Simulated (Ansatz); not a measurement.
Consider B₄As₃N.

Input

```
crystal:
  lattice:
    - [3.227468711, 0.0, 0.0]
    - [0.0, 3.200638849, 4.5372384035]
    - [0.0, -3.200638849, 4.5372384035]
  atoms:
    - { symbol: "N", position: [0.0, 0.0068514926, 0.0068514926] }
    - { symbol: As, position: [0.5, 0.0050050307, 0.4929060888] }
    - { symbol: As, position: [0.5, 0.4929060888, 0.0050050307] }
    - { symbol: As, position: [0.0, 0.5013048213, 0.5013048213] }
    - { symbol: B, position: [0.5, 0.8949106931, 0.8949106931] }
    - { symbol: B, position: [0.0, 0.8956064981, 0.3261654933] }
    - { symbol: B, position: [0.0, 0.3261654933, 0.8956064981] }
    - { symbol: B, position: [0.5, 0.3772498821, 0.3772498821] }
kpoints:
  mp_grid: { grid: [8, 6, 6] }
  band_path:
    path:
      - [0.0, 0.0, 0.0]
      - [0.0, 0.5, 0.5]
      - [0.0, 0.6255972002, 0.3744027998]
      - [0.0, 0.3744027998, -0.3744027998]
      - [0.5, 0.0, 0.0]
      - [0.5, 0.3744027998, -0.3744027998]
      - [0.5, 0.6255972002, 0.3744027998]
      - [0.5, 0.5, 0.5]
      - [0.0, 0.5, 0.0]
      - [0.0, 0.1123208399, -0.1123208399]
      - [0.05, 0.0, 0.0]
      - [0.0, 0.1, 0.0]
    npoints: 1
hamiltonian:
  xc: r2scan
scf:
  occupations: { method: fermi_dirac, width: 0.02 }
  n_extra_bands: 6
output:
  forces: true
  stress: true
  eigenvalues: true
  write_density: true
  write_potential: true
  elf: true
  volumetric_format: npy
```

Launched as:

```sh
ansatz run input.yaml --threads 4 --pin off --max-ram 6451MiB --backend cpu --events-out ev --progress --plain --runs-dir out
```

Below, planes, directions and counts refer to the conventional cell (a = 3.23 Å, b = 6.40 Å, c = 9.07 Å, α = 90.00°, β = 90.00°, γ = 90.00°).

Space group Amm2; started from the ordered alloy on zincblende lattice prototype, which need not be the ambient phase.

Theory: DFT, r2SCAN, plane waves, PAW (Ansatz 0.2.0).

> Predict the valence pseudo-density and electron localisation function between the atoms.

B–As (1.97 Å): the density is about 0.93 e/Å³ at the midpoint; the ELF peaks at about 0.90 between the atoms: a shared electron pair.

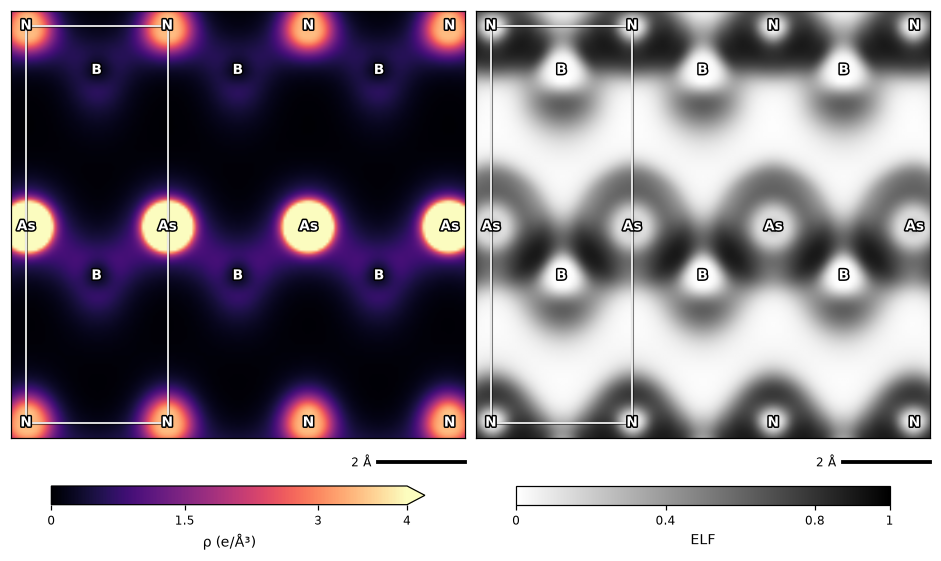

Computed valence pseudo-density and electron localisation function on the (010) plane of the conventional cell, in this order. 
